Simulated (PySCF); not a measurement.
BCl₃H₂Se, SMILES `ClB(Cl)Cl.[SeH2]`.

PySCF calculation, ωB97X/def2-SVP, gas phase; geometry: GFN2-xTB. The pair's geometry is semi-empirical, so its contact may be too short or too long. GFN2-xTB bond lengths at metals and heavier atoms can be off by up to 0.1 Å and shapes distorted, which carries into these values. Without diffuse functions Rydberg states are missing, so the states' numbers hold for this basis only.

Geometry (Å), atoms numbered from 1:

```
Cl1     -0.4844    1.4197   -0.0577
B2      -1.4548   -0.0055   -0.0158
Cl3     -0.7005   -1.5501   -0.0488
Cl4     -3.1683    0.1280    0.0596
Se5      2.2070   -0.0225    0.0230
H6       3.5673   -0.5048    0.0712
H7       2.6737    1.3375    0.0219
```

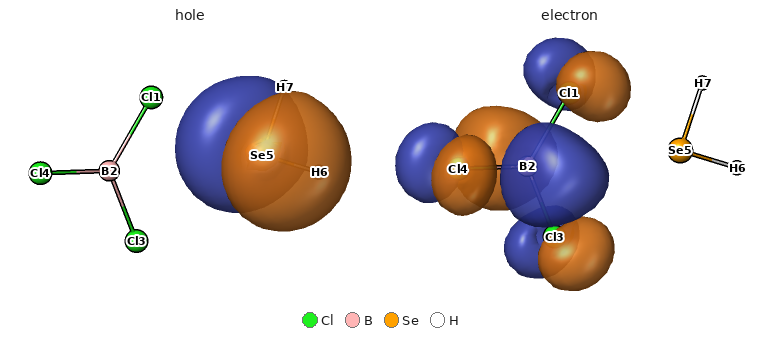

Leading natural transition orbital pair of S₂ (TDA singlet states); the surfaces enclose about 85 % of each orbital's density.

### What kind of excitation is it, and where does it lie?

6.41 eV (193 nm), f = 0.008, charge transfer; the leading pair carries 100 %; hole on Se5 (89 %), electron on B2 (50 %), Cl1 and Cl3 (17 % each) and Cl4 (16 %); their centroids lie 3.6 Å apart; S₃ lies within 0.1 eV of it. In canonical orbitals it is mainly HOMO → LUMO (100 %). The HOMO–LUMO gap is 10.11 eV.

Run time: 2.2 min on 1 thread of Intel(R) Xeon(R) Platinum 8259CL CPU @ 2.50GHz (Skylake/Cascade Lake), on a shared host, peak memory 0.63 GiB.
